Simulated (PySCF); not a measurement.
# Excited-state calculation of CH5Cl3Ga2

The run: excited-state calculation of CH5Cl3Ga2. Method and program: TDDFT CAM-B3LYP/def2-SVPD, vertical, gas phase, core orbitals frozen in the response (PySCF 2.14.0).

The geometry comes from this level: GFN2-xTB.

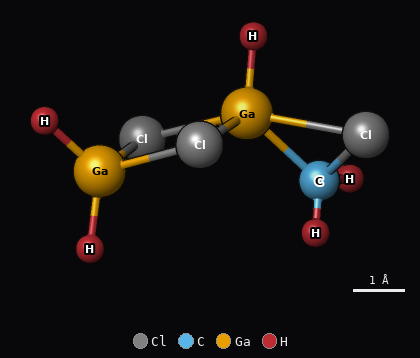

**Figure 1.** The structure (ball-and-stick view, seen at a tilt). Sticks mark near contacts. Bond lengths as drawn: Cl–Ga 2.25 to 2.52 Å, C–Cl 1.82 Å, C–Ga 2.01 Å, C–H 1.09 Å and Ga–H 1.53 to 1.55 Å.

The input:
```
{"job": {"kind": "uv", "xc": "CAM-B3LYP", "basis": "def2-SVPD", "nstates": 8, "ntriplets": 3}, "charge": 0, "multiplicity": 1}
Cl    -2.281130     0.777794    -1.688955
C     -2.095167    -0.402519    -0.311348
Ga    -0.570312     0.813903     0.162186
Cl     1.168467     0.400482    -1.252659
Ga     2.429503    -0.478727     0.422379
Cl     0.769484    -0.060321     1.881384
H     -3.053645    -0.433333     0.204885
H     -1.902368    -1.378091    -0.762267
H     -0.671785     2.318456     0.441169
H      2.572114    -2.004089     0.190975
H      3.640264     0.449116     0.686288
```

The first line tells a small driver script what to run in PySCF; the rest is the geometry in Å.

Machine: 1 CPU thread, shared host.

Command:
```bash
OMP_NUM_THREADS=1 python <driver script> task.json out
```

The program's output:
```
coarse grid: 51320 points
cycle   1  E = -5270.7557054358  dE = -4.638e-01  |g| = 7.332e-01  |ddm| = 4.044e+00
cycle   2  E = -5270.7509287101  dE =  4.777e-03  |g| = 8.380e-01  |ddm| = 1.670e+00
cycle   3  E = -5270.8361397760  dE = -8.521e-02  |g| = 3.140e-02  |ddm| = 8.273e-01
cycle   4  E = -5270.8364182818  dE = -2.785e-04  |g| = 1.457e-02  |ddm| = 8.858e-02
cycle   5  E = -5270.8364821566  dE = -6.387e-05  |g| = 3.509e-03  |ddm| = 2.759e-02
cycle   6  E = -5270.8364857428  dE = -3.586e-06  |g| = 1.645e-03  |ddm| = 7.235e-03
final grid: 99888 points
cycle   7  E = -5270.8365148063  dE =  3.475e-08  |g| = 1.859e-03  |ddm| = 4.470e-03
cycle   8  E = -5270.8365144589  dE =  3.474e-07  |g| = 2.237e-03  |ddm| = 4.491e-03
cycle   9  E = -5270.8365156498  dE = -1.191e-06  |g| = 4.260e-05  |ddm| = 2.406e-03
cycle  10  E = -5270.8365156507  dE = -8.713e-10  |g| = 1.816e-05  |ddm| = 1.205e-04
```

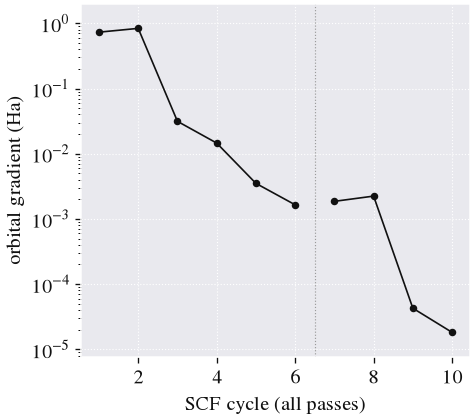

**Figure 2.** Convergence of the self-consistent field: orbital gradient against the SCF cycle. The dotted line marks the change from a coarse to the final integration grid. The first 6 cycles use a coarse grid, the final grid takes over at cycle 7, and the field converges after 10 cycles in all.

```
converged SCF energy = -5270.8365156507

Static polarisability (au): isotropic 107.397, principal 94.280 99.141 128.769

Singlet excitations
state   eV       nm        f      main configurations
  1   6.3841    194.2   0.03784   H->L+3 0.26, H->L 0.21, H->L+2 0.14
  2   6.6248    187.2   0.00018   H->L 0.41, H-1->L 0.30
  3   6.8659    180.6   0.00289   H-1->L 0.31, H->L+1 0.25, H->L 0.13
  4   7.1199    174.1   0.01203   H-1->L+1 0.33, H->L+2 0.18, H->L+1 0.15
  5   7.2743    170.4   0.00326   H-2->L+3 0.27, H-2->L+1 0.11, H-2->L+2 0.10
  6   7.3047    169.7   0.00225   H->L+4 0.25, H->L+2 0.23, H->L+5 0.10
  7   7.5571    164.1   0.14436   H->L+1 0.19, H->L+5 0.11, H-1->L+1 0.10
  8   7.6074    163.0   0.04666   H-1->L+1 0.14, H-2->L 0.13, H->L+2 0.12

Triplet excitations (Tamm-Dancoff, eV): 5.6631 6.2752 6.4114
```

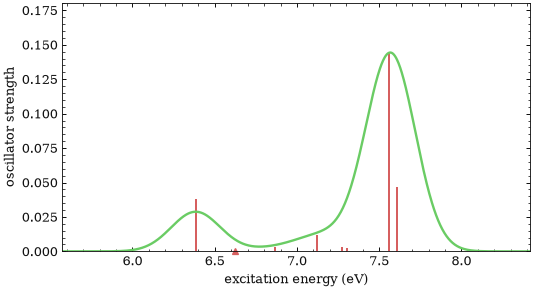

**Figure 3.** Computed excitations as sticks (degenerate states added up, dark ones marked on the axis), with a Gaussian envelope of 0.35 eV full width at half maximum, scaled to the tallest. Of the 8 states the lowest lies at 6.38 eV (f = 0.038); the strongest line is at 7.56 eV, or 164 nm (f = 0.144).

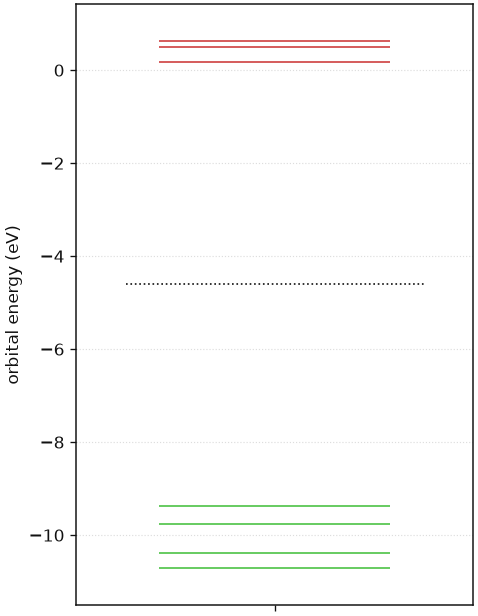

**Figure 4.** Orbital energies near the frontier; the dotted line parts filled from empty levels, and levels within 0.02 eV of each other stand side by side. Highest filled −9.37 eV, lowest empty 0.19 eV, 9.56 eV apart.

Results in brief:

| quantity | value |
| --- | --- |
| outcome | converged |
| total energy | −5270.836516 hartree |
| HOMO | −9.37 eV |
| LUMO | 0.19 eV |
| dipole moment | 1.38 D |
| mean polarisability | 107.40 a.u. |
| lowest singlet excitation | 6.38 eV |
| wall time | 98 s |
| peak memory | 0.98 GiB |

Spin–orbit coupling is left out, which matters for the heavy atoms.
